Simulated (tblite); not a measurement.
Run report: C₄H₁₀F₂Si₂, geometry relaxation (part 4 of 4)

Continued. System: C₄H₁₀F₂Si₂. Method: GFN2-xTB geometry optimisation, gas phase (tblite 0.8.0). It belongs to a series of runs on one base structure; here: H on Si replaced by CH2SiH3.

Geometry of the input (Å):
```
F  4.4876  0.4701  0.4956
C  3.1976  0.7891  0.1980
C  2.4033  -0.1519  -0.3085
C  0.9899  0.2357  -0.6277
Si -0.1859  -0.8581  0.3811
F  -0.3652  -0.1924  1.9112
C  -1.8139  -0.7930  -0.4919
Si -2.8490  0.4949  0.3840
H  2.7859  1.7810  0.3807
H  2.7527  -1.1470  -0.4962
H  0.7247  0.0600  -1.6955
H  0.7450  1.2572  -0.3450
H  0.4152  -2.1653  0.4956
H  -1.6622  -0.4817  -1.5437
H  -2.3395  -1.7633  -0.5185
H  -2.3809  0.5897  1.7776
H  -2.6525  1.7653  -0.2859
H  -4.2614  0.1162  0.2773
```

**Trajectory as extended XYZ, continued**
```
18
Properties=species:S:1:pos:R:3:forces:R:3 step=111 energy=-724.16854
F     4.3770    0.6761    0.6350    0.0010   0.0120  -0.0020
C     3.0760    0.8763    0.3412   -0.0010   0.0110   0.0050
C     2.4030    0.0434   -0.4283   -0.0050  -0.0170  -0.0060
C     0.9603    0.1947   -0.7460    0.0010  -0.0080  -0.0050
Si   -0.0855   -1.0626    0.2377    0.0030  -0.0060   0.0090
F     0.0887   -0.6789    1.7986   -0.0010   0.0050   0.0060
C    -1.9153   -0.9253   -0.2129    0.0020  -0.0110  -0.0060
Si   -2.8052    0.6784    0.3145   -0.0040  -0.0140  -0.0010
H     2.6878    1.7718    0.8025    0.0140   0.0020   0.0130
H     2.9038   -0.8253   -0.8308    0.0080   0.0050   0.0100
H     0.8099    0.0360   -1.8131   -0.0080   0.0170  -0.0110
H     0.6293    1.2060   -0.5089    0.0140  -0.0040   0.0000
H     0.4586   -2.4139    0.1539   -0.0080   0.0040   0.0010
H    -2.0203   -1.0459   -1.2903   -0.0270  -0.0040  -0.0100
H    -2.4434   -1.7663    0.2351   -0.0100   0.0000   0.0020
H    -2.8429    0.7813    1.7718    0.0110  -0.0040  -0.0080
H    -2.1170    1.8395   -0.2582   -0.0060  -0.0020  -0.0090
H    -4.1735    0.6210   -0.2134    0.0140   0.0130   0.0120
18
Properties=species:S:1:pos:R:3:forces:R:3 step=114 energy=-724.16905
F     4.3747    0.6907    0.6301    0.0120  -0.0040  -0.0010
C     3.0710    0.8843    0.3440    0.0040  -0.0110   0.0030
C     2.3990    0.0484   -0.4233   -0.0020  -0.0040  -0.0040
C     0.9555    0.1907   -0.7413    0.0000   0.0120  -0.0070
Si   -0.0855   -1.0751    0.2360   -0.0090   0.0010  -0.0100
F     0.0945   -0.7088    1.8002   -0.0030   0.0060   0.0050
C    -1.9164   -0.9300   -0.2093   -0.0110  -0.0050  -0.0100
Si   -2.7945    0.6835    0.3086   -0.0110  -0.0090  -0.0130
H     2.6845    1.7752    0.8135   -0.0180   0.0260   0.0060
H     2.9038   -0.8167   -0.8274    0.0210  -0.0060  -0.0010
H     0.8067    0.0369   -1.8098   -0.0020   0.0020  -0.0020
H     0.6183    1.1993   -0.5030    0.0120   0.0080   0.0140
H     0.4588   -2.4243    0.1332   -0.0070  -0.0090   0.0060
H    -2.0277   -1.0555   -1.2860   -0.0160  -0.0090   0.0050
H    -2.4500   -1.7640    0.2460    0.0010   0.0030  -0.0010
H    -2.8260    0.8034    1.7633    0.0210  -0.0050   0.0220
H    -2.1079    1.8368   -0.2807    0.0020  -0.0010  -0.0110
H    -4.1676    0.6315   -0.2058    0.0060   0.0050   0.0000
18
Properties=species:S:1:pos:R:3:forces:R:3 step=117 energy=-724.16957
F     4.3718    0.6903    0.6378   -0.0040  -0.0040  -0.0010
C     3.0691    0.8881    0.3475    0.0050   0.0070   0.0020
C     2.3960    0.0482   -0.4152    0.0140   0.0220   0.0060
C     0.9541    0.1932   -0.7406    0.0080   0.0050   0.0100
Si   -0.0861   -1.0813    0.2265   -0.0150   0.0110  -0.0120
F     0.1002   -0.7267    1.7934   -0.0070  -0.0030  -0.0140
C    -1.9202   -0.9343   -0.2068   -0.0100   0.0020  -0.0090
Si   -2.7910    0.6854    0.3043    0.0260   0.0070   0.0220
H     2.6886    1.7878    0.8076   -0.0170  -0.0100  -0.0110
H     2.9024   -0.8219   -0.8074    0.0010  -0.0010  -0.0080
H     0.8099    0.0510   -1.8116    0.0010  -0.0050   0.0140
H     0.6145    1.1984   -0.4918    0.0200   0.0160   0.0030
H     0.4625   -2.4272    0.1060   -0.0140  -0.0150   0.0130
H    -2.0421   -1.0673   -1.2811   -0.0040  -0.0110  -0.0080
H    -2.4525   -1.7635    0.2585    0.0010   0.0000   0.0060
H    -2.8022    0.8193    1.7593    0.0220  -0.0030  -0.0010
H    -2.1146    1.8339   -0.3081    0.0040  -0.0150  -0.0010
H    -4.1692    0.6329   -0.1899   -0.0310  -0.0050  -0.0130
18
Properties=species:S:1:pos:R:3:forces:R:3 step=120 energy=-724.17047
F     4.3678    0.6935    0.6428   -0.0140   0.0110   0.0150
C     3.0660    0.8930    0.3498    0.0070   0.0270  -0.0030
C     2.3921    0.0483   -0.4064    0.0010  -0.0240  -0.0030
C     0.9510    0.1986   -0.7341    0.0120  -0.0100   0.0170
Si   -0.0897   -1.0872    0.2169    0.0010  -0.0160  -0.0040
F     0.0947   -0.7416    1.7864   -0.0140  -0.0080  -0.0170
C    -1.9244   -0.9401   -0.2150    0.0060   0.0120   0.0180
Si   -2.7795    0.6861    0.3006   -0.0280  -0.0040   0.0180
H     2.6841    1.7997    0.7966    0.0170  -0.0260  -0.0130
H     2.8949   -0.8321   -0.7830   -0.0180   0.0370  -0.0160
H     0.8060    0.0679   -1.8064    0.0140   0.0020   0.0110
H     0.6146    1.2019   -0.4731    0.0130   0.0070  -0.0080
H     0.4658   -2.4319    0.0919   -0.0330   0.0170   0.0100
H    -2.0546   -1.0776   -1.2869    0.0060  -0.0060  -0.0280
H    -2.4570   -1.7641    0.2573   -0.0060  -0.0190   0.0180
H    -2.7512    0.8337    1.7544    0.0160   0.0000  -0.0120
H    -2.1181    1.8245   -0.3428    0.0190   0.0060  -0.0080
H    -4.1712    0.6338   -0.1605    0.0010  -0.0070   0.0040
18
Properties=species:S:1:pos:R:3:forces:R:3 step=123 energy=-724.17135
F     4.3648    0.7215    0.6334    0.0130   0.0130   0.0280
C     3.0594    0.9074    0.3513   -0.0020  -0.0170  -0.0020
C     2.3877    0.0524   -0.3949    0.0020  -0.0030  -0.0170
C     0.9454    0.1939   -0.7175   -0.0090   0.0060  -0.0020
Si   -0.0946   -1.1071    0.2117    0.0060  -0.0040   0.0050
F     0.0893   -0.7919    1.7871   -0.0120  -0.0020   0.0030
C    -1.9285   -0.9452   -0.2164   -0.0040  -0.0020   0.0040
Si   -2.7615    0.6942    0.2935   -0.0370   0.0140  -0.0280
H     2.6695    1.8070    0.8026    0.0130   0.0150  -0.0020
H     2.8960   -0.8214   -0.7758    0.0000   0.0010  -0.0240
H     0.7982    0.0705   -1.7904    0.0290   0.0090  -0.0040
H     0.6075    1.1953   -0.4505   -0.0110  -0.0060   0.0010
H     0.4567   -2.4505    0.0649   -0.0250   0.0030   0.0030
H    -2.0640   -1.0869   -1.2881    0.0050  -0.0060   0.0100
H    -2.4671   -1.7612    0.2644   -0.0010  -0.0040   0.0010
H    -2.6930    0.8721    1.7420    0.0110  -0.0010  -0.0060
H    -2.1104    1.8158   -0.3927    0.0070  -0.0130   0.0110
H    -4.1642    0.6403   -0.1363    0.0150  -0.0030   0.0200
18
Properties=species:S:1:pos:R:3:forces:R:3 step=126 energy=-724.17203
F     4.3641    0.7337    0.6384    0.0030   0.0010   0.0120
C     3.0577    0.9149    0.3552    0.0070   0.0010   0.0020
C     2.3869    0.0558   -0.3876    0.0150   0.0160   0.0070
C     0.9442    0.1929   -0.7106    0.0090   0.0070  -0.0100
Si   -0.0980   -1.1184    0.2024   -0.0060   0.0290   0.0020
F     0.0907   -0.8237    1.7805   -0.0050   0.0020   0.0260
C    -1.9348   -0.9485   -0.2110   -0.0010  -0.0080  -0.0150
Si   -2.7579    0.7008    0.2869    0.0430  -0.0220   0.0010
H     2.6708    1.8188    0.8016   -0.0060  -0.0100  -0.0060
H     2.8981   -0.8156   -0.7692    0.0020  -0.0150  -0.0150
H     0.8046    0.0798   -1.7854    0.0050   0.0040  -0.0130
H     0.6029    1.1908   -0.4362   -0.0190   0.0020   0.0030
H     0.4442   -2.4618    0.0380   -0.0060  -0.0200  -0.0040
H    -2.0770   -1.0997   -1.2808   -0.0030  -0.0030   0.0100
H    -2.4715   -1.7608    0.2795    0.0000   0.0210  -0.0010
H    -2.6587    0.8960    1.7321   -0.0010   0.0050  -0.0180
H    -2.1113    1.8084   -0.4259    0.0020  -0.0100   0.0110
H    -4.1639    0.6428   -0.1195   -0.0370   0.0000   0.0080
18
Properties=species:S:1:pos:R:3:forces:R:3 step=129 energy=-724.17253
F     4.3638    0.7395    0.6451   -0.0110  -0.0060   0.0010
C     3.0581    0.9192    0.3574    0.0070   0.0060   0.0020
C     2.3864    0.0586   -0.3827    0.0020  -0.0150   0.0060
C     0.9432    0.1961   -0.7068    0.0140   0.0020  -0.0040
Si   -0.1007   -1.1217    0.1968    0.0070  -0.0010   0.0080
F     0.0854   -0.8366    1.7780   -0.0070   0.0010  -0.0040
C    -1.9385   -0.9528   -0.2152    0.0130  -0.0030   0.0040
Si   -2.7513    0.7005    0.2822    0.0010  -0.0210   0.0070
H     2.6708    1.8261    0.7977   -0.0050  -0.0110  -0.0040
H     2.8926   -0.8179   -0.7612    0.0070   0.0120  -0.0020
H     0.8077    0.0904   -1.7832   -0.0050  -0.0010  -0.0040
H     0.5989    1.1916   -0.4267   -0.0100   0.0010   0.0010
H     0.4382   -2.4680    0.0283   -0.0110   0.0170  -0.0050
H    -2.0866   -1.1097   -1.2826    0.0030  -0.0010  -0.0070
H    -2.4749   -1.7604    0.2824    0.0000   0.0070   0.0060
H    -2.6256    0.9069    1.7235   -0.0060   0.0050  -0.0100
H    -2.1096    1.7987   -0.4469    0.0040   0.0100  -0.0060
H    -4.1666    0.6458   -0.0979   -0.0030   0.0010   0.0120
18
Properties=species:S:1:pos:R:3:forces:R:3 step=132 energy=-724.17269
F     4.3635    0.7444    0.6457    0.0030  -0.0030   0.0040
C     3.0579    0.9215    0.3578   -0.0040  -0.0040   0.0020
C     2.3871    0.0585   -0.3803   -0.0030   0.0020  -0.0060
C     0.9439    0.1954   -0.7045   -0.0050  -0.0010   0.0000
Si   -0.1010   -1.1240    0.1962    0.0030  -0.0010  -0.0020
F     0.0826   -0.8484    1.7792   -0.0010   0.0050  -0.0050
C    -1.9387   -0.9538   -0.2144    0.0040   0.0010  -0.0030
Si   -2.7487    0.7009    0.2800   -0.0010   0.0060  -0.0050
H     2.6674    1.8269    0.7972   -0.0030   0.0020   0.0060
H     2.8954   -0.8157   -0.7607    0.0040   0.0010  -0.0010
H     0.8086    0.0922   -1.7813   -0.0050  -0.0040   0.0030
H     0.5960    1.1894   -0.4222    0.0070  -0.0010  -0.0020
H     0.4346   -2.4695    0.0193   -0.0010   0.0000  -0.0020
H    -2.0885   -1.1125   -1.2816    0.0030  -0.0050   0.0010
H    -2.4766   -1.7584    0.2866    0.0050   0.0020   0.0000
H    -2.6156    0.9161    1.7189   -0.0030   0.0040   0.0020
H    -2.1099    1.7969   -0.4567   -0.0030  -0.0020  -0.0010
H    -4.1666    0.6462   -0.0907    0.0010  -0.0010   0.0090
```

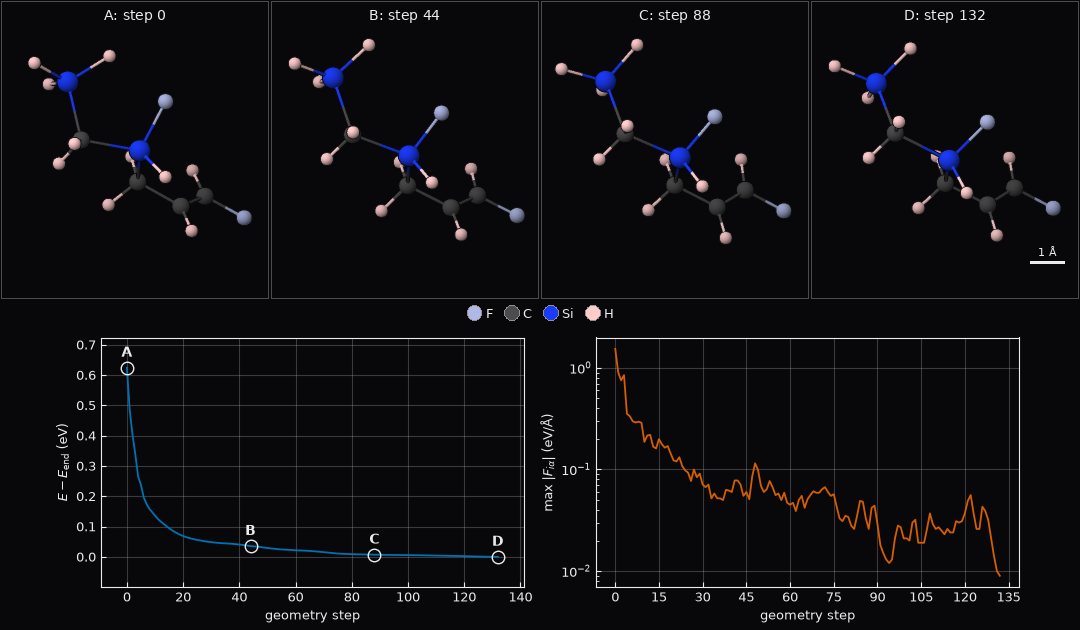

Fig. 1: Frames of the relaxation (ball-and-stick view, seen at a tilt) above the curves, on which the letters mark them (steps are counted from 0).

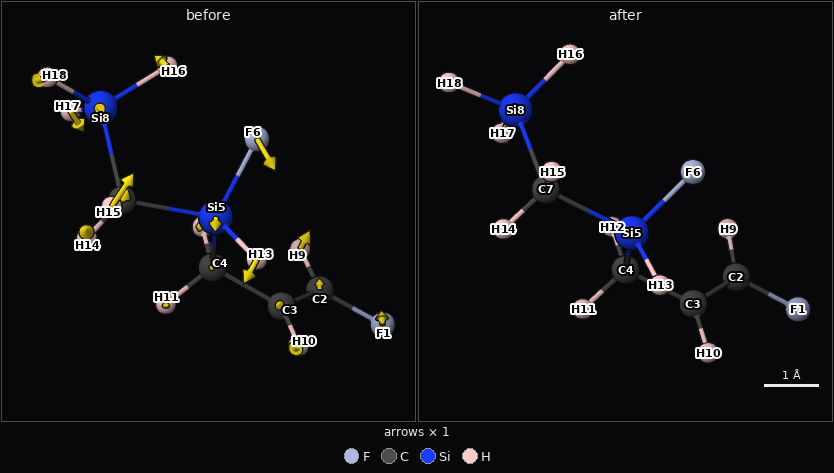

Fig. 2: Before (left) and after (right) the relaxation, at one scale (ball-and-stick view, seen at a tilt). The yellow arrows give the displacements, at true length. The largest moves after the best rigid fit, 0.81 Å, are those of F6 and H15. Largest moves by element: H 0.81 Å, F 0.81 Å, C 0.34 Å, Si 0.34 Å. Among the contacts that change: Si5–F6 1.678 → 1.617 Å, Si5–C7 1.848 → 1.891 Å, C7–Si8 1.870 → 1.908 Å, C4–H11 1.114 → 1.090 Å. Among the angles that change: F1–C2–H9 122.3° → 111.9°, Si5–C7–Si8 106.9° → 115.8°, C3–C2–H9 118.8° → 126.3°. The energy falls by 0.624 eV in 132 geometry steps. The largest force component goes from 1.5 to 0.009 eV/Å. (Atoms are counted from 1 in the order of the input.)
